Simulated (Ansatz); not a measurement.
**Run report: C$_{9}$H$_{8}$ (charge −1), single-point calculation**

C$_{9}$H$_{8}$, charge −1, multiplicity 2, computed with UKS B3LYP5/ANO-RCC-VTZP (Ansatz 0.2.0).

The geometry comes from this level: PBE0-D4/def2-TZVP. Figures and captions count atoms from 1; the log counts them from 0 in places.

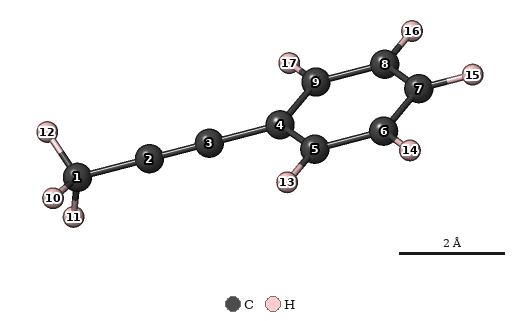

**Figure 1.** The structure (ball-and-stick view, seen at a tilt; atoms are numbered from 1 in the order of the input).

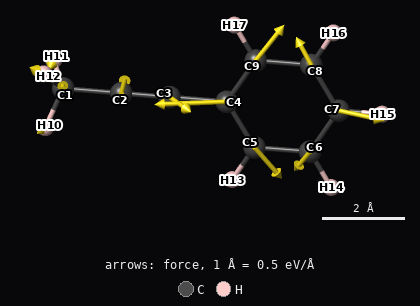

**Figure 2.** Forces on the atoms as yellow arrows (ball-and-stick view, seen at a tilt; atoms are numbered from 1 in the order of the input); the smallest are left out. The largest act on C4 (0.90 eV/Å); C7 (0.62 eV/Å); C5 (0.59 eV/Å); C9 (0.58 eV/Å), among others. The geometry is not a stationary point of this energy.

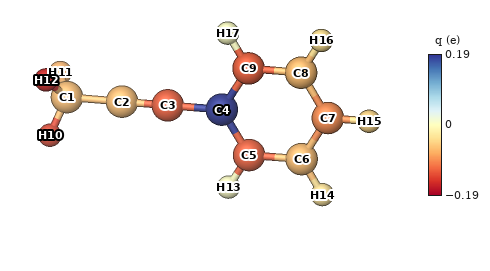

**Figure 3.** Mulliken charges, as the colour of each atom (ball-and-stick view, seen at a tilt; atoms are numbered from 1 in the order of the input). By element: C −0.12 to +0.18 and H −0.16 to 0.00 e.

The input and output of the run follow.

Input
```yaml
crystal:
  periodic: [false, false, false]
  atoms:
    - {symbol: C, position_ang: [3.356059, -1.504055, -1.169655]}
    - {symbol: C, position_ang: [2.096704, -0.937840, -0.731196]}
    - {symbol: C, position_ang: [1.049000, -0.468245, -0.366463]}
    - {symbol: C, position_ang: [-0.188309, 0.085093, 0.066135]}
    - {symbol: C, position_ang: [-0.686624, 1.254733, -0.515196]}
    - {symbol: C, position_ang: [-1.890081, 1.789892, -0.090957]}
    - {symbol: C, position_ang: [-2.615535, 1.170368, 0.916805]}
    - {symbol: C, position_ang: [-2.129033, 0.008799, 1.499673]}
    - {symbol: C, position_ang: [-0.926331, -0.531992, 1.080462]}
    - {symbol: H, position_ang: [3.930007, -0.779106, -1.752057]}
    - {symbol: H, position_ang: [3.192946, -2.384819, -1.796675]}
    - {symbol: H, position_ang: [3.966730, -1.809640, -0.316137]}
    - {symbol: H, position_ang: [-0.117767, 1.735707, -1.301685]}
    - {symbol: H, position_ang: [-2.264756, 2.697449, -0.550366]}
    - {symbol: H, position_ang: [-3.557851, 1.591775, 1.247119]}
    - {symbol: H, position_ang: [-2.691038, -0.479991, 2.287287]}
    - {symbol: H, position_ang: [-0.543222, -1.438627, 1.532906]}
basis:
  gaussian: {orbitals: ANO-RCC-VTZP}
total_charge: -1
magnetization: {spin_polarized: true, initial_magnetization: 1}
hamiltonian: {xc: {name: B3LYP5}}
output: {forces: true}
```

Launch command:
```bash
ansatz run in.yaml --threads 2 --pin off --events-out ev --progress --plain --max-ram 32768MiB --backend cuda --devices 0, --max-vram 18GiB
```

The program's output
```
Functional definition: B3LYP5
  name "B3LYP5"
  cite "Stephens, Devlin, Chabalowski & Frisch, J. Phys. Chem. 98, 11623 (1994) doi:10.1021/j100096a001"
  cite "Becke, Phys. Rev. A 38, 3098 (1988) doi:10.1103/PhysRevA.38.3098"
  cite "Lee, Yang & Parr, Phys. Rev. B 37, 785 (1988) doi:10.1103/PhysRevB.37.785"
  cite "Vosko, Wilk & Nusair, Can. J. Phys. 58, 1200 (1980) doi:10.1139/p80-159"
  parameter a0 = 0.2
  parameter ax = 0.72
  parameter ac = 0.81
  exchange = (1 - a0 - ax)*slater_x + ax*b88_x + a0*exact_x
  correlation = (1 - ac)*vwn5_c + ac*lyp_c
2331 factors; their error is unknown
mean field evaluation 1: about -9450.6350 eV, gradient 4.9e1 eV
mean field evaluation 2: about -9424.5980 eV, gradient 7.4e1 eV
mean field evaluation 4: about -9462.1151 eV, gradient 9.6e0 eV
mean field evaluation 8: about -9462.6424 eV, gradient 3.9e0 eV
mean field evaluation 16: about -9462.7804 eV, gradient 2.1e-1 eV
mean field evaluation 32: about -9462.7220 eV, gradient 4.4e-4 eV
mean field evaluation 64: about -9462.7224 eV, gradient 2.9e-6 eV
mean field evaluation 96: about -9462.5634 eV, gradient 1.7e0 eV
mean field evaluation 128: about -9462.4509 eV, gradient 5.2e0 eV
mean field -9462.72242538 eV, -347.7486350691 hartree, gradient 2.9e-6 eV, S^2 0.750855; 20 other end points of the search recorded, 0 dependent functions left out
the calculation of the forces begins
reference -9462.72270891 eV, -347.7486454888 hartree; 32, 31 occupied and 350, 351 virtual orbitals, 2331 factors
Total energy: -9462.72270891 eV, -347.7486454888 hartree
Relativity: scalar
Atom 0 at     3.356059    -1.504055    -1.169655 Å, force    -0.045341    -0.112972    -0.129236 eV/Å
Atom 1 at     2.096704    -0.937840    -0.731196 Å, force    -0.220077    -0.264611    -0.353927 eV/Å
Atom 2 at     1.049000    -0.468245    -0.366463 Å, force    -0.105058     0.322007     0.345285 eV/Å
Atom 3 at    -0.188309     0.085093     0.066135 Å, force     0.869273    -0.211745    -0.102443 eV/Å
Atom 4 at    -0.686624     1.254733    -0.515196 Å, force    -0.301365     0.405400    -0.295411 eV/Å
Atom 5 at    -1.890081     1.789892    -0.090957 Å, force     0.172243     0.114666    -0.340738 eV/Å
Atom 6 at    -2.615535     1.170368     0.916805 Å, force    -0.441767     0.323329     0.290908 eV/Å
Atom 7 at    -2.129033     0.008799     1.499673 Å, force     0.107972    -0.377073     0.095691 eV/Å
Atom 8 at    -0.926331    -0.531992     1.080462 Å, force    -0.394418    -0.283575     0.321126 eV/Å
Atom 9 at     3.930007    -0.779106    -1.752057 Å, force     0.109653     0.036059    -0.073905 eV/Å
Atom 10 at     3.192946    -2.384819    -1.796675 Å, force     0.121174     0.125194     0.085590 eV/Å
Atom 11 at     3.966730    -1.809640    -0.316137 Å, force     0.193161    -0.095941     0.143398 eV/Å
Atom 12 at    -0.117767     1.735707    -1.301685 Å, force    -0.023939    -0.014750     0.012713 eV/Å
Atom 13 at    -2.264756     2.697449    -0.550366 Å, force    -0.007755     0.009340    -0.011296 eV/Å
Atom 14 at    -3.557851     1.591775     1.247119 Å, force    -0.002612     0.017966     0.019547 eV/Å
Atom 15 at    -2.691038    -0.479991     2.287287 Å, force    -0.010317    -0.011019     0.006793 eV/Å
Atom 16 at    -0.543222    -1.438627     1.532906 Å, force    -0.020827     0.017727    -0.014095 eV/Å
Dipole moment:    -1.056071     0.413096     0.305909 e Å
```

Results in brief

- outcome: converged
- total energy: −9462.7227 eV
- ⟨S²⟩: 0.751
- SCF solution under orbital rotations: stable
- largest force (length of the vector): 0.901 eV/Å
- hardware: 2 CPU threads, shared host
- wall time: 50 s (CPU time 62 s)
- peak memory: 1.5 GiB
